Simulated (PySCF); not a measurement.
# C2F4O: NMR shifts at several levels of theory, part 2 of 2

PySCF 2.14.0. Atoms count from 0. Earlier steps stand in the parts before.

## Step 6: NMR shieldings: PBE0/6-31G

Job settings and geometry (Å):

```
{"job": {"kind": "nmr", "xc": "PBE0", "basis": "6-31G", "pop": true}, "charge": 0, "multiplicity": 1}
O      1.617334    -0.912227    -0.341405
C      0.506215    -0.756374     0.009204
F     -0.253313    -1.713315     0.515963
C     -0.287516     0.559284    -0.043338
F     -0.664437     0.904866     1.181360
F     -1.371358     0.398469    -0.792165
F      0.458226     1.517524    -0.555322
```

Level: GIAO PBE0/6-31G NMR shielding, non-relativistic, gas phase.

What it wrote:

```text
coarse grid: 7608 points
cycle   1  E = -549.7466838385  dE =  1.715e+00  |g| = 1.267e+00  |ddm| = 2.940e+00
cycle   2  E = -548.8164312545  dE =  9.303e-01  |g| = 2.591e+00  |ddm| = 3.152e+00
cycle   3  E = -550.0674430051  dE = -1.251e+00  |g| = 3.642e-01  |ddm| = 2.225e+00
cycle   4  E = -550.0890574942  dE = -2.161e-02  |g| = 1.224e-01  |ddm| = 3.473e-01
cycle   5  E = -550.0916331904  dE = -2.576e-03  |g| = 2.130e-02  |ddm| = 8.261e-02
cycle   6  E = -550.0917116127  dE = -7.842e-05  |g| = 6.985e-03  |ddm| = 1.598e-02
cycle   7  E = -550.0917206631  dE = -9.050e-06  |g| = 1.566e-03  |ddm| = 6.246e-03
final grid: 80040 points
cycle   8  E = -550.0922411587  dE =  1.482e-06  |g| = 1.161e-02  |ddm| = 1.645e-02
cycle   9  E = -550.0921719870  dE =  6.917e-05  |g| = 2.230e-02  |ddm| = 2.367e-02
cycle  10  E = -550.0922649796  dE = -9.299e-05  |g| = 2.598e-03  |ddm| = 1.658e-02
cycle  11  E = -550.0922661401  dE = -1.160e-06  |g| = 1.083e-04  |ddm| = 1.827e-03
cycle  12  E = -550.0922661414  dE = -1.304e-09  |g| = 7.908e-05  |ddm| = 1.396e-04
cycle  13  E = -550.0922661425  dE = -1.053e-09  |g| = 1.944e-05  |ddm| = 6.248e-05
cycle  14  E = -550.0922661426  dE = -7.606e-11  |g| = 1.545e-06  |ddm| = 1.669e-05
converged SCF energy = -550.0922661426

GIAO shielding tensors (ppm)
atom      isotropic    diamagn.    paramagn.     s11        s22        s33       span
  0 O     -130.282     394.115    -524.396   -420.702   -281.133    310.989    731.691
  1 C       49.232     252.772    -203.540    -62.205     77.967    131.934    194.139
  2 F      149.899     474.412    -324.513    -99.556    273.555    275.698    375.255
  3 C       80.917     241.130    -160.213     62.192     82.840     97.718     35.526
  4 F      270.502     473.060    -202.558    197.723    260.281    353.501    155.778
  5 F      270.662     473.061    -202.399    197.796    260.586    353.605    155.809
  6 F      278.025     473.156    -195.131    212.002    274.839    347.234    135.232
```

Run time: 4.2 s. Hardware: 1 thread, shared host.

This run: δ C1 150.3, C3 118.6, O0 448.8, F2 27.5 ppm.

## Step 7: Shielding tensors: PBE0/6-31G*

The job, as its differences from that of step 6:

```diff
@@ -1,2 +1,2 @@
-{"job": {"kind": "nmr", "xc": "PBE0", "basis": "6-31G", "pop": true}, "charge": 0, "multiplicity": 1}
+{"job": {"kind": "nmr", "xc": "PBE0", "basis": "6-31G*", "pop": true}, "charge": 0, "multiplicity": 1}
 O      1.617334    -0.912227    -0.341405
```

With the program's defaults for keys left out, this is: GIAO PBE0/6-31G* NMR shielding, non-relativistic, gas phase.

What it wrote:

```text
coarse grid: 7608 points
cycle   1  E = -549.9675046225  dE =  1.474e+00  |g| = 1.260e+00  |ddm| = 2.886e+00
cycle   2  E = -549.2139910486  dE =  7.535e-01  |g| = 2.430e+00  |ddm| = 2.155e+00
cycle   3  E = -550.2409490591  dE = -1.027e+00  |g| = 3.002e-01  |ddm| = 1.565e+00
cycle   4  E = -550.2546097069  dE = -1.366e-02  |g| = 1.257e-01  |ddm| = 2.701e-01
cycle   5  E = -550.2573349960  dE = -2.725e-03  |g| = 1.467e-02  |ddm| = 7.777e-02
cycle   6  E = -550.2573689758  dE = -3.398e-05  |g| = 6.532e-03  |ddm| = 1.173e-02
cycle   7  E = -550.2573757755  dE = -6.800e-06  |g| = 1.389e-03  |ddm| = 4.144e-03
final grid: 80040 points
cycle   8  E = -550.2574839652  dE = -7.004e-06  |g| = 1.135e-02  |ddm| = 1.613e-02
cycle   9  E = -550.2574286776  dE =  5.529e-05  |g| = 2.082e-02  |ddm| = 1.849e-02
cycle  10  E = -550.2575060547  dE = -7.738e-05  |g| = 2.061e-03  |ddm| = 1.262e-02
cycle  11  E = -550.2575067681  dE = -7.134e-07  |g| = 1.683e-04  |ddm| = 1.329e-03
cycle  12  E = -550.2575067726  dE = -4.517e-09  |g| = 6.730e-05  |ddm| = 1.473e-04
cycle  13  E = -550.2575067733  dE = -7.332e-10  |g| = 2.323e-05  |ddm| = 5.047e-05
converged SCF energy = -550.2575067733

GIAO shielding tensors (ppm)
atom      isotropic    diamagn.    paramagn.     s11        s22        s33       span
  0 O      -75.193     396.968    -472.161   -329.695   -199.957    304.074    633.770
  1 C       49.758     251.143    -201.385    -52.877     74.276    127.875    180.751
  2 F      177.485     473.419    -295.934    -42.098    284.935    289.617    331.714
  3 C       81.763     240.461    -158.699     63.696     83.348     98.245     34.548
  4 F      284.945     471.747    -186.802    215.109    280.971    358.755    143.646
  5 F      285.057     471.741    -186.685    215.159    281.182    358.828    143.668
  6 F      289.006     471.457    -182.451    226.602    288.428    351.987    125.385
```

Run time: 6.1 s. Hardware: 1 thread, shared host.

In short: δ C1 144.4, C3 112.4, O0 399.4, F2 21.4 ppm.

## Step 8: Shielding tensors: PBE0/6-311+G(2d,p)

The job, as its differences from that of step 7:

```diff
@@ -1,2 +1,2 @@
-{"job": {"kind": "nmr", "xc": "PBE0", "basis": "6-31G*", "pop": true}, "charge": 0, "multiplicity": 1}
+{"job": {"kind": "nmr", "xc": "PBE0", "basis": "6-311+G(2d,p)", "pop": true}, "charge": 0, "multiplicity": 1}
 O      1.617334    -0.912227    -0.341405
```

With the program's defaults for keys left out, this is: GIAO PBE0/6-311+G(2d,p) NMR shielding, non-relativistic, gas phase.

What it wrote:

```text
coarse grid: 7608 points
cycle   1  E = -550.1504203171  dE =  1.504e+00  |g| = 1.252e+00  |ddm| = 2.485e+00
cycle   2  E = -549.3813606555  dE =  7.691e-01  |g| = 2.479e+00  |ddm| = 1.833e+00
cycle   3  E = -550.4063274287  dE = -1.025e+00  |g| = 3.079e-01  |ddm| = 1.297e+00
cycle   4  E = -550.4194548844  dE = -1.313e-02  |g| = 1.386e-01  |ddm| = 2.174e-01
cycle   5  E = -550.4224596814  dE = -3.005e-03  |g| = 1.837e-02  |ddm| = 7.026e-02
cycle   6  E = -550.4225064081  dE = -4.673e-05  |g| = 8.113e-03  |ddm| = 1.159e-02
cycle   7  E = -550.4225160806  dE = -9.672e-06  |g| = 1.529e-03  |ddm| = 3.992e-03
final grid: 80040 points
cycle   8  E = -550.4501313362  dE = -3.603e-05  |g| = 1.112e-02  |ddm| = 3.167e-02
cycle   9  E = -550.4500658144  dE =  6.552e-05  |g| = 2.218e-02  |ddm| = 1.591e-02
cycle  10  E = -550.4501516093  dE = -8.579e-05  |g| = 1.453e-03  |ddm| = 1.127e-02
cycle  11  E = -550.4501519167  dE = -3.074e-07  |g| = 4.423e-04  |ddm| = 8.517e-04
cycle  12  E = -550.4501519435  dE = -2.682e-08  |g| = 7.588e-05  |ddm| = 2.099e-04
cycle  13  E = -550.4501519445  dE = -1.028e-09  |g| = 1.587e-05  |ddm| = 5.703e-05
cycle  14  E = -550.4501519446  dE = -4.172e-11  |g| = 3.606e-06  |ddm| = 1.075e-05
converged SCF energy = -550.4501519446

GIAO shielding tensors (ppm)
atom      isotropic    diamagn.    paramagn.     s11        s22        s33       span
  0 O     -111.685     388.286    -499.971   -379.613   -237.718    282.275    661.889
  1 C       32.144     252.775    -220.631    -82.547     57.197    121.780    204.328
  2 F      159.566     469.645    -310.079    -58.370    258.576    278.492    336.863
  3 C       69.331     245.993    -176.662     49.987     71.301     86.704     36.717
  4 F      260.737     463.202    -202.465    184.213    253.321    344.678    160.465
  5 F      260.826     463.168    -202.342    184.255    253.497    344.727    160.473
  6 F      262.481     465.487    -203.007    193.319    261.679    332.443    139.124
```

It took 14 s on 1 thread, shared host.

This run: δ C1 154.3, C3 117.1, O0 438.3, F2 15.2 ppm.

## Step 9: Comparing the runs: NMR shifts

Shifts (ppm), means over like atoms, with basis size and wall time (the measured row can stand on another reference than the computed rows):

```tsv
run	C1	C3	O0	F2	F4	functions	time
PBE/pcSseg-2	159.4	127.4	441.2	11.9	-99.9	252	30 s
B97-D/pcSseg-2	155.1	124.2	423.5	10.8	-96.9	252	31 s
PBE0/STO-3G	108.8	89.3	403.7	94.2	-94.8	35	2.1 s
PBE0/6-31G	150.3	118.6	448.8	27.5	-95.7	63	4.2 s
PBE0/6-31G*	144.4	112.4	399.4	21.4	-87.4	98	6.1 s
PBE0/6-311+G(2d,p)	154.3	117.1	438.3	15.2	-86.6	189	14 s
measured	–	–	–	15.0	-76.0	–	–
```

Measured: solution; E. Pretsch, P. Bühlmann, M. Badertscher, Structure Determination of Organic Compounds, 4th ed., Springer 2009; Wikipedia, Fluorine-19 nuclear magnetic resonance spectroscopy.

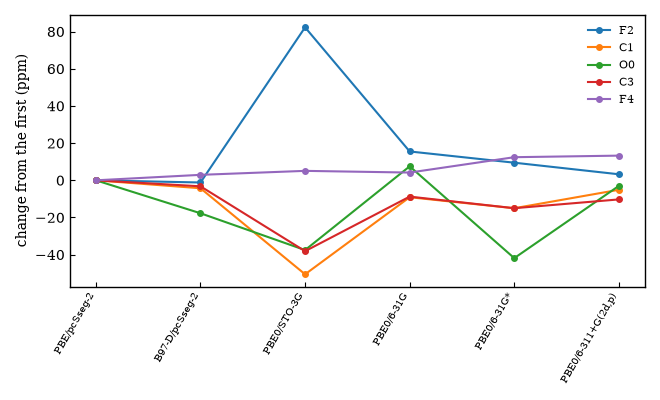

How the tabulated atoms move from run to run.

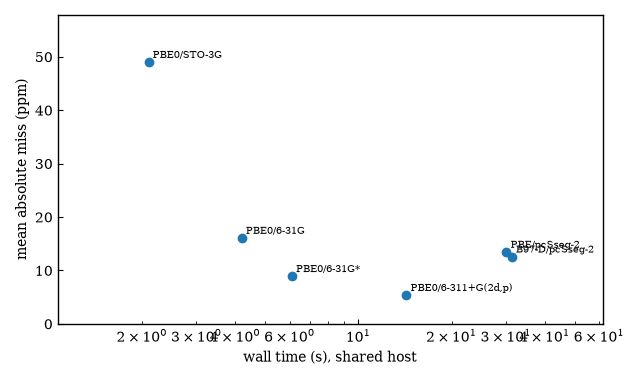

Cost against miss for the 2 measured 19F shifts.

## Step 10: Outcome

What follows sums up all 2 parts.

| quantity | value |
| --- | --- |
| point group | Cs |
| rotational constants (main isotopes) | 3.87, 2.51, 2.07 GHz |
| 13C shifts against TMS (PBE/pcSseg-2) | 159.4, 127.4 ppm |
| 17O shifts against H2O (PBE/pcSseg-2) | 441.2 ppm |
| 19F shifts against CFCl3 (PBE/pcSseg-2, means over atoms taken as alike) | 11.9, -99.9 ppm |
| measured, and computed on the same scale | F4 δ -76.0, -99.9; F2 δ 15.0, 11.9 ppm |
| range of the shift of F2 | 10.8 to 94.2 ppm |
| property runs in this session | 6, of which 0 failed and 1 gave unsound results |

What this shows: Single values in the summary come from the first run of each kind that ended normally (PBE/pcSseg-2), which need not be the best level. The optimisation took 6 steps and gained 0.029 eV; among the close pairs (by a distance rule), C1–C3 changed most, from 1.556 to 1.537 Å. No frequency check was run at this level, so the end point may be a saddle. At PBE/pcSseg-2: Shielding is most anisotropic at O0 (span 642 ppm, paramagnetic term -507 ppm). Against the measured 19F shifts the unscaled results are off by 13.5 ppm on average (signed mean -13.5, 2 signals). Vibration, temperature and solvent are missing from the calculation, so part of the miss against the measured shifts is not the functional's. Across the 6 runs the shift of F2 moves most, between 10.8 (B97-D/pcSseg-2) and 94.2 ppm (PBE0/STO-3G). A minimal basis is unusable for shieldings, so that end is no result. For the 2 measured 19F shifts, PBE0/6-311+G(2d,p) misses least (5.4 ppm, 14 s) and PBE0/STO-3G most (49.0 ppm, 2.1 s). One molecule ranks no method: errors cancel, and vibration and temperature are missing from all runs.
